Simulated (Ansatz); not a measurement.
SiH4O: phonon calculation

System: SiH4O.
Method: RKS PBE0-D4/def2-TZVP (Ansatz 0.2.0).

The geometry comes from this level: PBE0-D4/def2-TZVP. Figures and captions count atoms from 1; the log counts them from 0 in places.

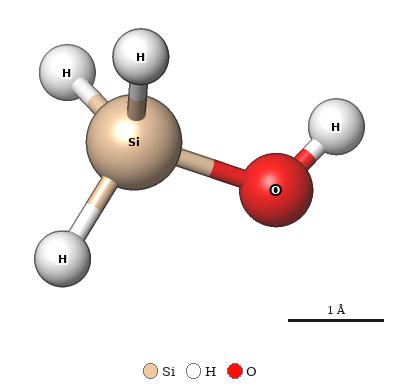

Fig. 1: The structure (ball-and-stick view, seen at a tilt). Bond lengths as drawn: H–O 0.96 Å, H–Si 1.48 to 1.49 Å and O–Si 1.65 Å.

### Input file
```yaml
crystal:
  periodic: [false, false, false]
  atoms:
    - {symbol: Si, position_ang: [-1.237478, 0.706104, -0.167217]}
    - {symbol: H, position_ang: [-2.223523, 1.757181, -0.541359]}
    - {symbol: H, position_ang: [-1.711292, -0.587236, -0.732718]}
    - {symbol: H, position_ang: [-1.143874, 0.606190, 1.306899]}
    - {symbol: O, position_ang: [0.279011, 1.080350, -0.692170]}
    - {symbol: H, position_ang: [0.412853, 1.187135, -1.634289]}
basis:
  gaussian: {orbitals: def2-TZVP}
hamiltonian: {xc: pbe0, dispersion: d4}
phonons: {temperatures: {t_min: 298.15, t_max: 900, t_step: 200}}
```

Run on 4 CPU threads, shared host.

### What the program printed
```
Functional definition: PBE0
  name "PBE0"
  cite "Adamo & Barone, J. Chem. Phys. 110, 6158 (1999) doi:10.1063/1.478522"
  cite "Perdew, Burke & Ernzerhof, Phys. Rev. Lett. 77, 3865 (1996) doi:10.1103/PhysRevLett.77.3865"
  parent pbe
  parameter a = 0.25
  parameter kappa = 0.804
  parameter beta = 0.06672455060314922
  exchange = (1 - a)*pbe_x(kappa = kappa, mu = beta*pi^2/3) + a*exact_x
  correlation = pbe_c(beta = beta)
595 factors; their error is unknown
mean field evaluation 1: about -9982.2210 eV, gradient 5.0e1 eV
mean field evaluation 2: about -9974.5378 eV, gradient 8.2e1 eV
mean field evaluation 4: about -9986.1923 eV, gradient 1.1e0 eV
mean field evaluation 8: about -9986.2333 eV, gradient 1.8e-1 eV
mean field -9986.23328840 eV, -366.9873044367 hartree, gradient 4.1e-5 eV, S^2 0.000000; 0 other end points of the search recorded, 0 dependent functions left out
the calculation of the forces begins
reference -9986.23331377 eV, -366.9873053691 hartree; 13, 13 occupied and 79, 79 virtual orbitals, 595 factors
these checks for a lower state are left out or cut short: stability, starts, cluster_reference, orbital_swaps, neighbouring_geometries, increment
595 factors; their error is unknown
mean field evaluation 16: about -9986.1951 eV, gradient 2.2e-1 eV
mean field -9986.23315336 eV, -366.9872994741 hartree, gradient 2.8e-6 eV, S^2 0.000000; 0 other end points of the search recorded, 0 dependent functions left out
[... from here on the field's lines of each further geometry are left out, up to the last ...]
the calculation of the forces begins
reference -9986.23315371 eV, -366.9872994869 hartree; 13, 13 occupied and 79, 79 virtual orbitals, 595 factors
these checks for a lower state are left out or cut short: stability, starts, cluster_reference, orbital_swaps, neighbouring_geometries, increment
595 factors; their error is unknown
mean field -9986.23312461 eV, -366.9872984174 hartree, gradient 1.8e-6 eV, S^2 0.000000; 0 other end points of the search recorded, 0 dependent functions left out
the calculation of the forces begins
reference -9986.23314999 eV, -366.9872993502 hartree; 13, 13 occupied and 79, 79 virtual orbitals, 595 factors
Total energy: -9986.28631264 eV, -366.9892530414 hartree
Atom 0 at    -1.237478     0.706104    -0.167217 Å, force     0.000070     0.000118    -0.000478 eV/Å
Atom 1 at    -2.223523     1.757181    -0.541359 Å, force    -0.000001    -0.000107     0.000109 eV/Å
Atom 2 at    -1.711292    -0.587236    -0.732718 Å, force     0.000013     0.000074     0.000031 eV/Å
Atom 3 at    -1.143874     0.606190     1.306899 Å, force     0.000139     0.000040    -0.000023 eV/Å
Atom 4 at     0.279011     1.080350    -0.692170 Å, force    -0.000035     0.000025    -0.000117 eV/Å
Atom 5 at     0.412853     1.187135    -1.634289 Å, force    -0.000185    -0.000149     0.000478 eV/Å
Dipole moment:    -0.066644     0.008033    -0.274249 e Å
Vibrations: 197.04 679.83 719.15 847.75 907.93 946.77 967.05 993.23 2208.53 2213.57 2260.55 3930.78 cm⁻¹, zero-point energy 1.045941 eV
```

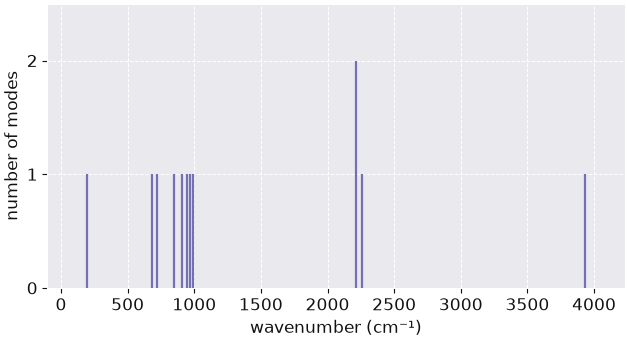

Fig. 2: Harmonic vibrational wavenumbers from the force constants; neighbouring modes closer than 17 cm⁻¹ are counted in one stick. 12 modes from 197 to 3931 cm⁻¹, none imaginary.

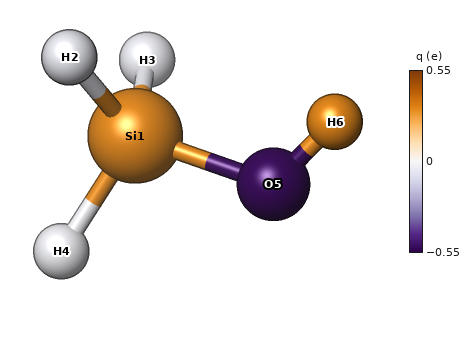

Fig. 3: Mulliken charges, as the colour of each atom (ball-and-stick view, seen at a tilt; atoms are numbered from 1 in the order of the input). By element: Si +0.33, H −0.05 to +0.32 and O −0.53 e.

### Summary

```json
{"quantity": "outcome", "value": "converged"}
{"quantity": "total energy", "value": "−9986.2863 eV"}
{"quantity": "mean-field energy", "value": "−9986.2333 eV"}
{"quantity": "dispersion energy", "value": "−0.0530 eV"}
{"quantity": "largest force (length of the vector)", "value": "0.001 eV/Å"}
{"quantity": "dipole moment", "value": "1.36 D"}
{"quantity": "wall time", "value": "7 s (CPU time 23 s)"}
{"quantity": "peak memory", "value": "0.15 GiB"}
```
